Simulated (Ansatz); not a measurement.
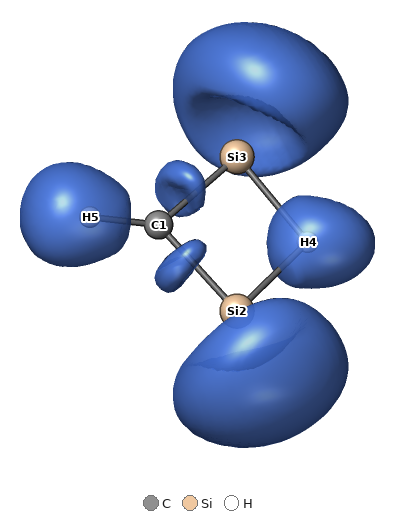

CH$_{2}$Si$_{2}$. Isosurface of the ELF at 0.85 (blue), seen at an oblique angle. Only the valence region is drawn (cores and ρ < 0.01 e/Å³ removed).

Geometry: r2SCAN-D4/def2-SVP.

Computed with isolated molecule in a Gaussian basis; Kohn-Sham density functional theory, functional PBE0 in Ansatz.

| atom | x (Å) | y (Å) | z (Å) |
| --- | --- | --- | --- |
| C | -0.2903 | 0.7892 | 0.0226 |
| Si | 1.0538 | 0.4119 | -1.0882 |
| Si | -0.3806 | -0.9084 | 0.5638 |
| H | 0.9004 | -1.1813 | -0.5184 |
| H | -0.8396 | 1.6987 | 0.2723 |

Describe the localisation domains.

Answer. The ELF exceeds this value in two regions between bonded C–Si atoms (shared pairs), two regions around hydrogen nuclei and two lobes on Si, pointing away from the bonds (lone pairs). Profiles from the grid: C–Si (1.78 Å): the ELF peaks at about 0.90 between the atoms: localised, covalent bonding. C–H (1.09 Å): the ELF climbs to about 1 towards the hydrogen, as it does in any bond to H; an ordinary covalent bond to hydrogen.
